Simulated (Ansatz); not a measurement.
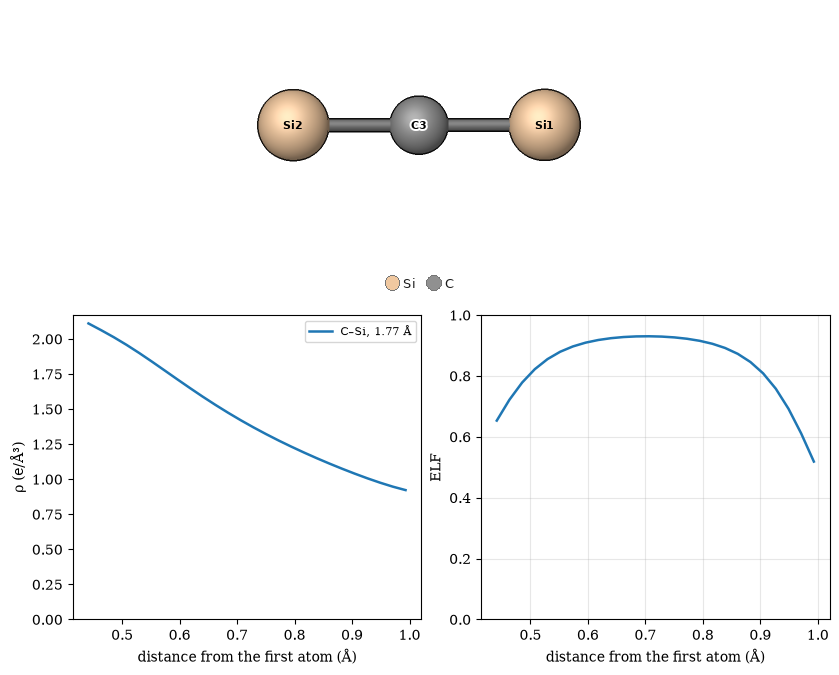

CSi₂ (triplet). Total electron density and ELF along straight lines between neighbouring atoms. The curves leave out the atomic cores. The structure is drawn too.

Geometry: PBE0-D4/def2-TZVP.

The calculation used Ansatz 0.2.0, UKS PBE0-D4/def2-TZVP.

Q: What can be read from the curves?

A: C–Si (1.77 Å): the density is about 1.1 e/Å³ at the midpoint; the ELF peaks at about 0.95 between the atoms: localised, covalent bonding.
